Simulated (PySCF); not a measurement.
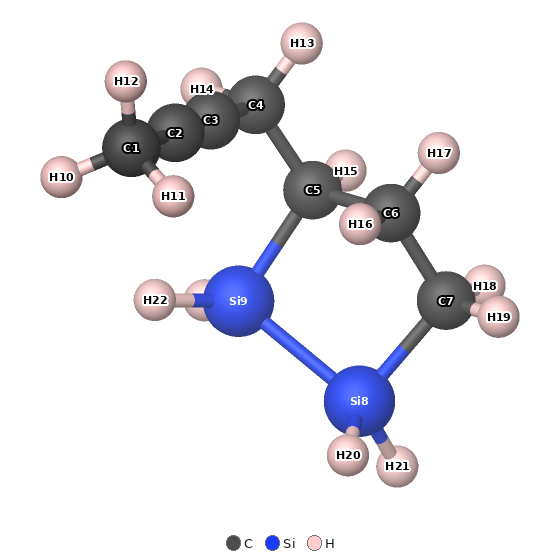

Geometry used (C₇H₁₄Si₂, SMILES CC#CC[C@H]1CC[SiH2][SiH2]1).

GIAO shifts, PBE0/pcSseg-1, PySCF, at a GFN2-xTB geometry (no frequency check), against TMS for ¹³C and TMS for ²⁹Si computed at the same level. Gas phase, fully decoupled, line heights follow the number of nuclei, widths are arbitrary (no quadrupolar broadening); values of one conformer, averaged over methyl-type rotors and exact or near symmetry; other conformers aren't averaged in.

How many ¹³C lines appear, and where?

Answer. 7 signals.


```tsv
δ (ppm)	nuclei	atoms
85.4	1	C2
85.2	1	C3
35.6	1	C6
31.8	1	C5
24.4	1	C4
14.4	1	C7
4.7	1	C1
```

The order of signals that lie close, as those under 2 ppm apart, is within the error of the method.

Predict the ²⁹Si spectrum.

Answer. 2 signals.


| δ (ppm) | nuclei | atoms |
| --- | --- | --- |
| −68.8 | 1 | Si8 |
| −72.3 | 1 | Si9 |

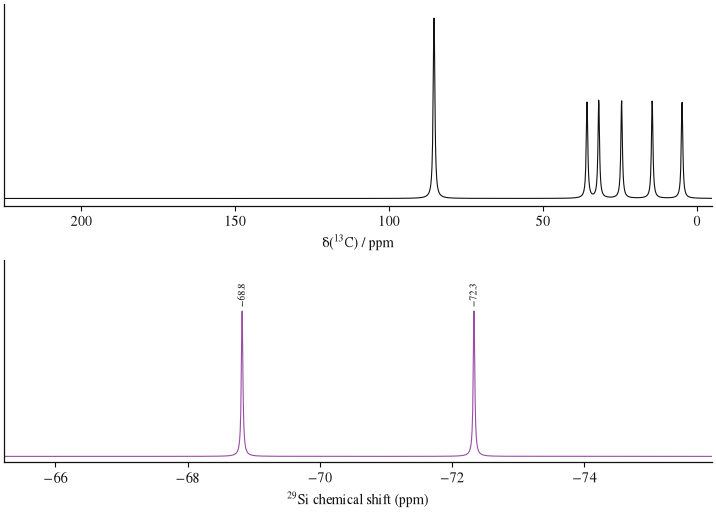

Note: the tight-binding geometry is rougher than a DFT one and adds to the error.
